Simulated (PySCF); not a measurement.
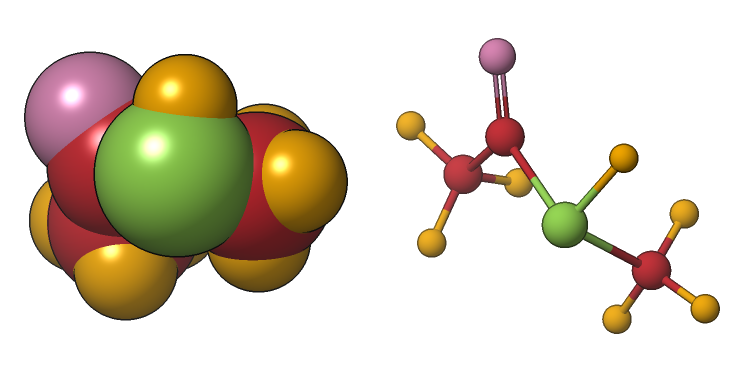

Both panels show the same species. Colours: carbon red, phosphorus green, oxygen pink, hydrogen orange.

Computed geometry: GFN2-xTB optimisation. No frequency run is at hand to confirm it as a minimum.

Question: What is the molecular formula?

Answer: C3H7OP, 12 atoms: 3 carbon, 7 hydrogen, 1 oxygen and 1 phosphorus.

Question: Write the SMILES.

Answer: CPC(C)=O

Question: Count the bonded pairs by element.

Answer: 6 C–H, 2 C–P, 1 C–C, 1 C–O, 1 P–H.

Question: Which point group does it belong to?

Answer: C1.

The parts below concern this one geometry. Atoms keep their numbers from picture to picture.

Geometry

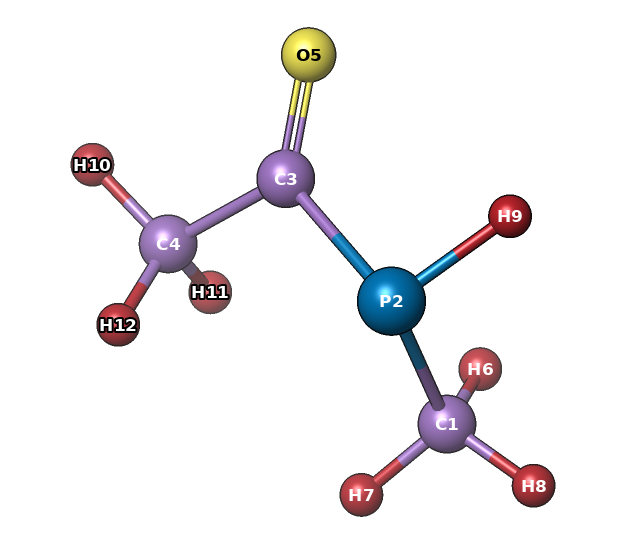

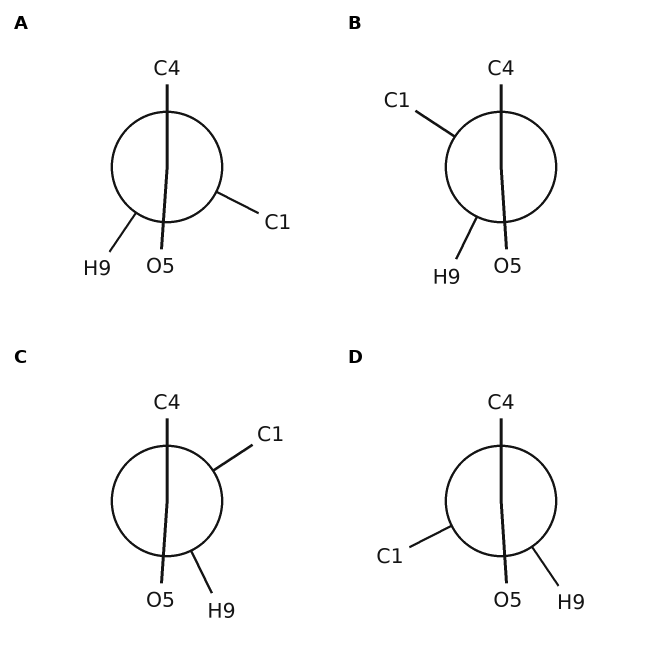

Depth is shown by fading: the farther an atom, the more it takes the colour of the background. Bonds that would overlap in a projection are set slightly apart. No frequency run is at hand to confirm it as a minimum.

Question: Which Newman projection shows the view along C3–P2, with C3 in front?

Answer: C. The torsion angle O5–C3–P2–C1 is −127°, anticlinal.

Excitation

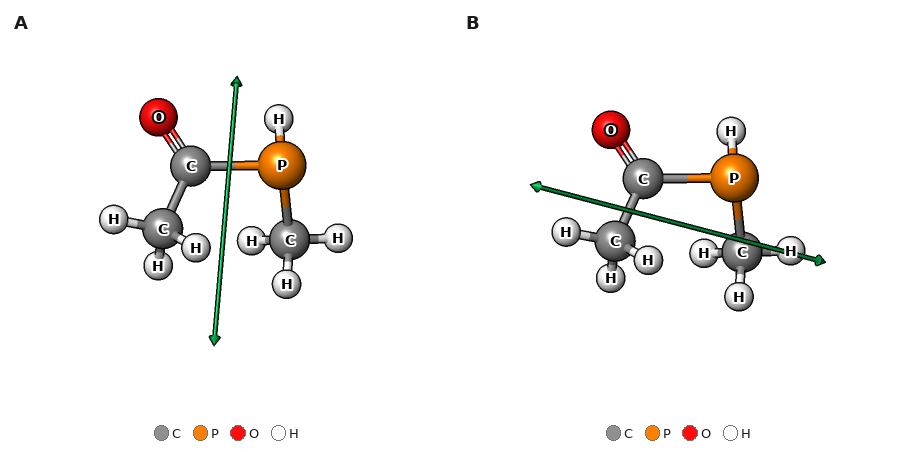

The double arrows show the directions of two transition dipoles from the ground state (lengths mean nothing). No frequency run is at hand to confirm it as a minimum. Level of theory: TDDFT PBE0/def2-SVPD, vertical, gas phase, core orbitals frozen in the response (PySCF 2.14.0).

Question: One belongs to singlet state 4 and one to singlet state 6. Which is which?

Answer: A: state 6, 7.19 eV (172 nm), oscillator strength 0.034, mainly HOMO−1 → LUMO+1 (weight 0.88).
B: state 4, 6.41 eV (193 nm), oscillator strength 0.071, mainly HOMO → LUMO+2 (weight 0.89).

Core levels

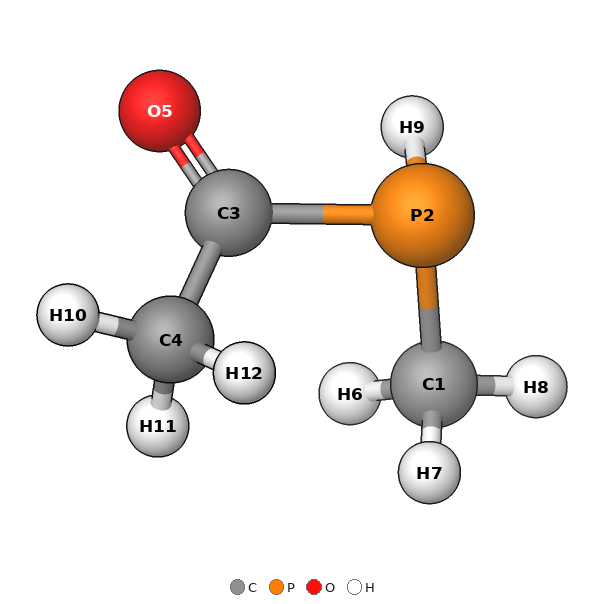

No frequency run is at hand to confirm it as a minimum. Level of theory: delta-SCF UKS SCAN, pcX-2 on the ionised atom, pcseg-1 elsewhere, spin-free X2C (PySCF 2.14.0).

Give the core-electron binding energies (to vacuum; p and d levels without spin–orbit splitting) of C1 1s, P2 1s, P2 2p, C3 1s, C4 1s, O5 1s.

| atom | level | binding energy (eV) |
| --- | --- | --- |
| C1 | 1s | 290.9 |
| P2 | 1s | 2149.9 |
| P2 | 2p | 136.7 |
| C3 | 1s | 293.0 |
| C4 | 1s | 291.1 |
| O5 | 1s | 537.5 |

Polarisability

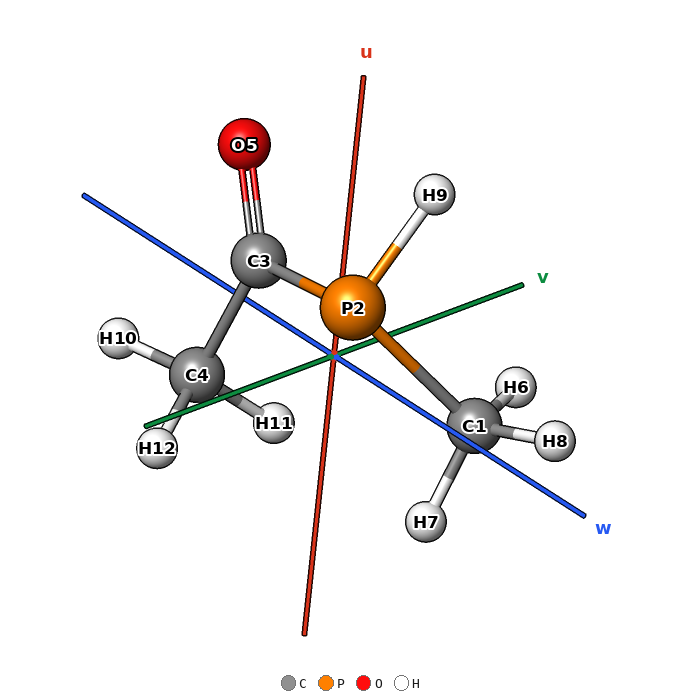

The lines u, v and w are the principal axes of the static dipole polarisability. No frequency run is at hand to confirm it as a minimum. Method: PBE0/def2-SVPD (PySCF 2.14.0).

Question: Along which axis is the molecule most polarisable, and along which least?

Answer: Most along w, least along v.

Question: Give the three principal values.

Answer: u 67.0, v 54.9, w 78.4 bohr³; mean 66.8, anisotropy 20.4 bohr³.

The geometry is semi-empirical. Around P such bond lengths and angles can be off by a tenth of an ångström or more and by several degrees, and values that hang on the shape move with them.
